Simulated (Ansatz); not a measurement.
Zn₂₄O₂₃ and related structures: several calculations on one system

**1. Relaxation**

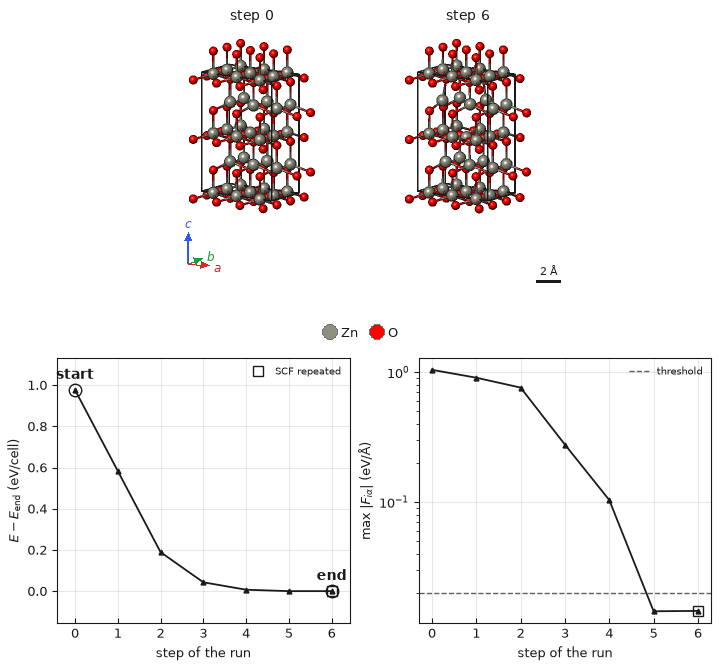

First and last geometry of a relaxation of a defect cell of composition Zn24O23 (cell charge +2), with the history of the run. Style: ball-and-stick. Shown: the cell of the calculation (origin shifted), slightly off an axis.

Level of theory: DFT, PBE, plane-wave PAW, default files, scalar-relativistic, frozen cores in Ansatz 0.2.0. Set-up: plane-wave cutoff 420 eV; k-point mesh 3 × 4 × 3; occupations fermi dirac; smearing width 0.01 eV; no spin polarisation; potentials kind: paw, frozen_core: stored; atoms relaxed in a fixed cell; force threshold 0.02 eV/Å; at most 50 steps.

Q: What do the curves and the structures tell?

A: It converged. A Zn atom moves most: 0.40 Å along −c. Largest moves by element: Zn 0.40 Å, O 0.06 Å. The lattice vectors keep their values. Some distances before and after: O–Zn 1.988 → 1.903 Å, O–Zn 1.974 → 1.893 Å, O–Zn 1.974 → 2.021 Å, O–Zn 1.988 → 2.034 Å. Bond angles that change, for instance: Zn–O–Zn 110.8° → 93.0°, Zn–O–Zn 108.1° → 120.6°, Zn–O–Zn 108.1° → 96.1°. The energy falls by 0.977 eV per cell of the calculation in 5 accepted moves (6 points after the start). Largest force component: 1 eV/Å at the start, 0.015 eV/Å at the end. 1 step only repeated the SCF at the same geometry.

| step | E − E(0), meV/atom | largest force component, eV/Å | note |
| --- | --- | --- | --- |
| 0 | 0.00 | 1.0456 |  |
| 1 | -8.37 | 0.9091 |  |
| 2 | -16.75 | 0.7626 |  |
| 3 | -19.86 | 0.2772 |  |
| 4 | -20.63 | 0.1037 |  |
| 5 | -20.78 | 0.0144 |  |
| 6 | -20.78 | 0.0145 | same geometry, SCF repeated |

Limits of the set-up: the periodic images lie only 6.5 Å apart, so the values are limited by the cell's size; the cell is charged, on a uniform background, and energies carry no finite-size correction.

**2. Relaxation**

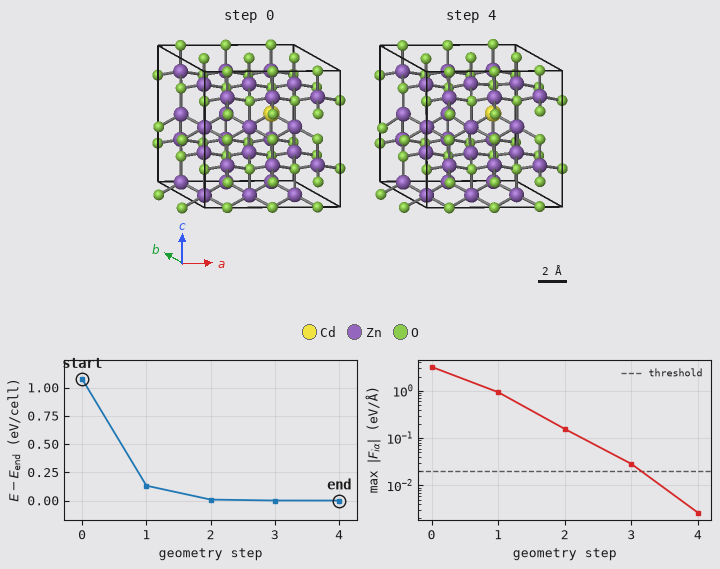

First and last geometry of a relaxation of a defect cell of composition Zn23CdO24, with the history of the run. Style: ball-and-stick. Shown: the cell of the calculation (origin shifted), from a free direction.

These are results of DFT, PBE, plane-wave PAW, default files, scalar-relativistic, frozen cores in Ansatz 0.2.0, not measurements. Set-up: plane-wave cutoff 420 eV; k-point mesh 3 × 4 × 3; occupations fermi dirac; smearing width 0.01 eV; no spin polarisation; potentials kind: paw, frozen_core: stored; atoms relaxed in a fixed cell; force threshold 0.02 eV/Å; at most 50 steps.

Q: Read the history and describe the run.

A: It converged. Over 4 geometry steps the energy falls by 1.076 eV per cell of the calculation. The largest force component goes from 3.2 to 0.0026 eV/Å. The largest moves, 0.20 Å, are those of O atoms. By element the largest moves are O 0.20 Å, Zn 0.07 Å, Cd 0.03 Å. The cell stays as it was. Some distances before and after: Cd–O 1.988 → 2.174 Å, Cd–O 1.974 → 2.154 Å, O–Zn 1.974 → 1.944 Å, O–Zn 1.988 → 1.964 Å. Among the angles between lasting bonds that change: O–Zn–O 110.8° → 101.7°, Cd–O–Zn 110.8° → 104.5°, O–Zn–O 110.8° → 104.6°. Cost: 9.2 min on 4 threads of Intel(R) Xeon(R) Platinum 8259CL CPU @ 2.50GHz (Skylake/Cascade Lake), with other jobs on the host, peak memory 5 GiB.

Limits of the set-up: the periodic images lie only 6.5 Å apart, so the values are limited by the cell's size.

**3. Defect**

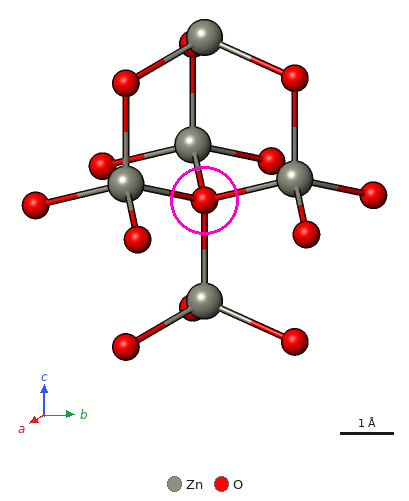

Perfect ZnO. The picture is a ball-and-stick view of the atoms within 3.8 Å of one point, seen slightly off an axis.

The calculation used Ansatz, DFT, PBE, plane-wave PAW, default files, scalar-relativistic, frozen cores. Settings: plane-wave cutoff 420 eV; k-point mesh 3 × 4 × 3; occupations fermi dirac; smearing width 0.01 eV; no spin polarisation. A uniform background neutralises the charged cell. The axes drawn are those of the host's conventional cell.

An oxygen atom is taken out (a vacancy) at the ringed place, in charge state +2. The supercell has 48 sites, and the atoms are relaxed at the host's cell.

**How do the neighbours respond?**

Around the empty O site the host had 4 Zn at 1.97 to 1.99 Å; after relaxation the nearest atoms are 4 Zn at 2.26 to 2.39 Å. Of the host's atoms, a zinc atom moves furthest from its site, by 0.40 Å. Relaxing the atoms from the host's sites lowers the energy by 0.98 eV.

The relaxed defect, seen from the same direction:

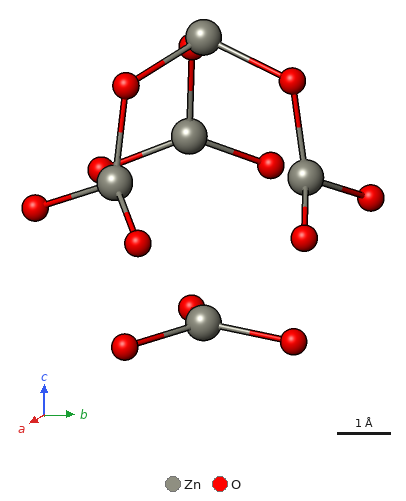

Limits of the set-up: the periodic images lie only 6.5 Å apart, so the values are limited by the cell's size; the cell is charged, on a uniform background, and energies carry no finite-size correction.

**4. Defect**

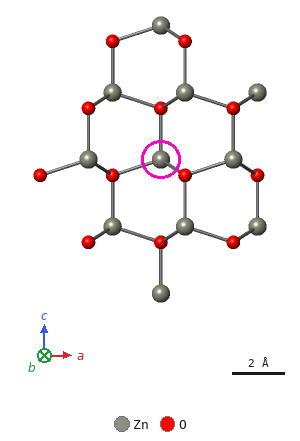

Perfect ZnO. Style: ball-and-stick. Shown: the atoms within 5.3 Å of one point, in a slice 4.2 Å thick across the line of sight, along the b axis.

Computed with DFT, PBE, plane-wave PAW, default files, scalar-relativistic, frozen cores (Ansatz). Settings: plane-wave cutoff 420 eV; k-point mesh 3 × 4 × 3; occupations fermi dirac; smearing width 0.01 eV; no spin polarisation. A uniform background neutralises the charged cell. The axes drawn are those of the host's conventional cell.

A zinc atom is replaced by sodium at the ringed place, in charge state −1. The supercell has 48 sites, and the atoms are relaxed at the host's cell.

Question: How do the neighbours respond?

Answer: In the host the Zn atom has 4 O at 1.97 to 1.99 Å; the Na atom ends with 4 O at 2.13 to 2.17 Å. Of the host's atoms, an oxygen atom moves furthest from its site, by 0.22 Å. The Na atom itself moves 0.05 Å from where it was put. Relaxing the atoms from the host's sites lowers the energy by 0.77 eV.

The relaxed defect, seen from the same direction:

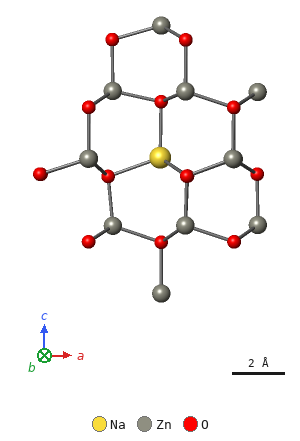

Limits of the set-up: the periodic images lie only 6.5 Å apart, so the values are limited by the cell's size; the cell is charged, on a uniform background, and energies carry no finite-size correction.
